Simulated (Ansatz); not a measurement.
```xyz
9

Cl   -1.7142   -2.0533    1.0093
Si   -0.0053   -0.8735    0.8997
Se    1.5207   -2.1351   -0.2267
O    -0.7383    0.2491   -0.6451
C    -0.7324    1.4611   -0.4021
O     0.3496    0.2594    1.9119
H     2.6142   -1.2293    0.2128
H    -1.1013    2.1629   -1.1862
H    -0.3514    1.8027    0.5958
```

Theory: Ansatz, RKS PBE/def2-SVP.

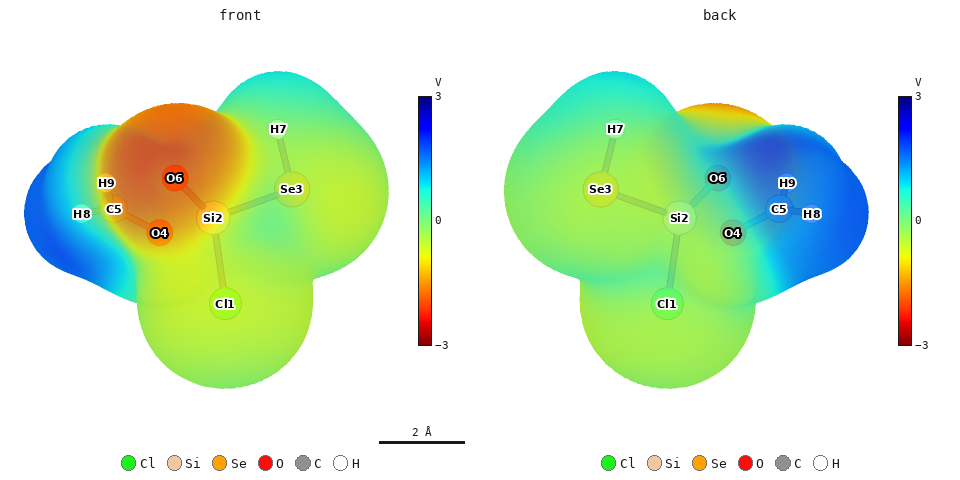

CH₃ClO₂SeSi. The electrostatic potential painted on the density surface at 0.001 e/bohr³, seen from the front and from behind; red is negative and blue positive.

Where is the surface potential most negative and most positive?

The most negative region (about −2.0 V, or −46 kcal/mol for a unit charge) lies over O6, the most positive (about +1.8 V, or +42 kcal/mol for a unit charge) over the π face of C5. O6 is the likeliest acceptor of a hydrogen bond.
